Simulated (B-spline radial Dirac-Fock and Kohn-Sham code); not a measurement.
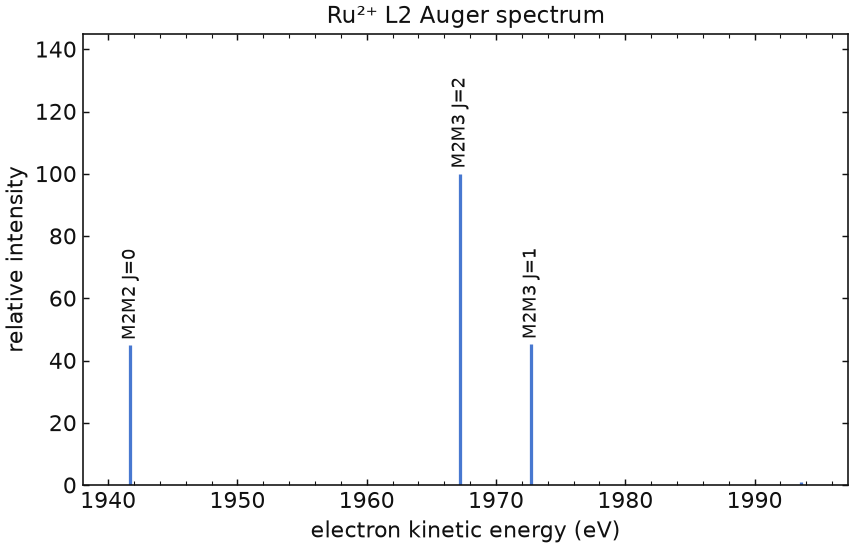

The Auger multiplet of an L2 hole with both final holes in M23, lines labelled by the leading pair of holes and J, as sticks. Kinetic energies count from the vacuum level; very weak lines are left out. Lines are named by their largest jj component, which in light atoms can differ from the customary names. It refers to ruthenium in charge state +2 (Ru²⁺) ([Kr] 4d6), inside a Watson sphere of charge −2 and radius 1.6 Å that stands in for a crystal. Level of theory: Dirac–Fock ΔSCF energies in intermediate coupling of the two holes, Coulomb rates, valence shells as spectators; calculated with a B-spline radial atomic code.

Q: How wide is the L2 level from this decay?

A: 0.257 eV from this multiplet.

Q: Which line is strongest?

A: L2-M2M3 J=2 at 1.967 keV, 52 % of the multiplet.
